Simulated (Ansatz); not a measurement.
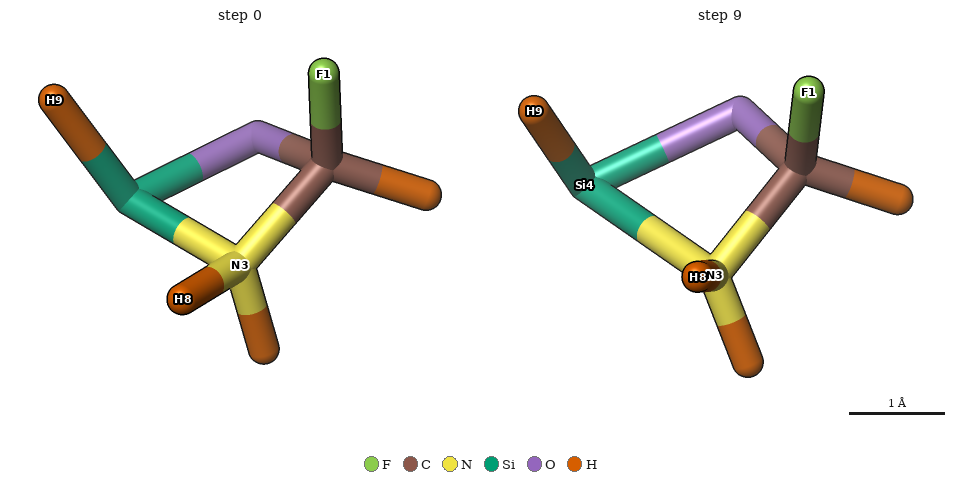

The structure of CH4FNOSi before (left) and after (right) a relaxation, at one scale.

A stick model, seen face on.

The run prepares an end point of a later path (hydrogen shift) calculation, from a guessed geometry.

Theory: RKS B3LYP-D4/def2-SVP in Ansatz 0.2.0. (no spin polarisation; force threshold 0.02 eV/Å; at most 50 steps)

Summarise the run.

Answer. Over 8 accepted moves (9 points after the start) the energy falls by 374.5 kJ/mol. The largest force component goes from 12 to 0.013 eV/Å. The line search rejected the trial step at point 4 of the run. The Si atom moves most after the best rigid fit: 0.56 Å. Largest moves by element: Si 0.56 Å, H 0.49 Å, O 0.30 Å, F 0.25 Å, N 0.13 Å, C 0.11 Å. Among the contacts that change: N–Si 1.598 → 2.121 Å, O–Si 1.665 → 1.815 Å, C–O 1.466 → 1.331 Å, C–F 1.307 → 1.380 Å. Bond angles that change, for instance: C–N–H 142.6° → 111.6°, N–Si–H 111.7° → 87.4°, Si–N–H 97.5° → 120.9°. The run took 38 s on 2 threads of Intel(R) Xeon(R) Platinum 8488C (Sapphire Rapids), with other jobs on the host, peak memory 0.21 GiB.
